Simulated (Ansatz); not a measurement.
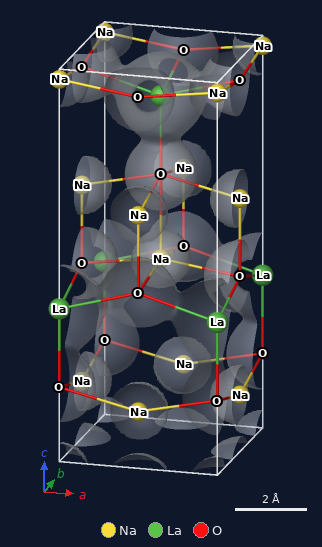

*Na3LaO3. Isosurface of the valence pseudo-density at 0.3 e/Å³ (grey), seen at an oblique angle. Sticks mark near contacts.*

Space group I4mm; a generated structure, not necessarily the stable one.

Method: Ansatz, DFT PBE, scalar-relativistic, plane waves, PAW.

Q: How is the density connected at this value?

A: At this value the density is joined into sheets; it holds about 85 % of the electrons treated as valence (semicore included). It bridges the shortest La–O (2.32 Å) and La–O (2.41 Å) contacts, where the density stays above the isovalue. It is pinched off along the shortest Na–O (2.31 Å) and Na–O (2.38 Å) contacts. On the grid the lowest density along these lines, outside the cores, is 0.17 e/Å³ (Na–O, 2.31 Å), 0.52 e/Å³ (La–O, 2.32 Å), 0.15 e/Å³ (Na–O, 2.38 Å) and 0.42 e/Å³ (La–O, 2.41 Å).

Q: What Bader charges does the calculation give?

A: Electrons move from Na and La towards O. Bader charges: Na +0.82, La +1.92 and O −1.46 e.
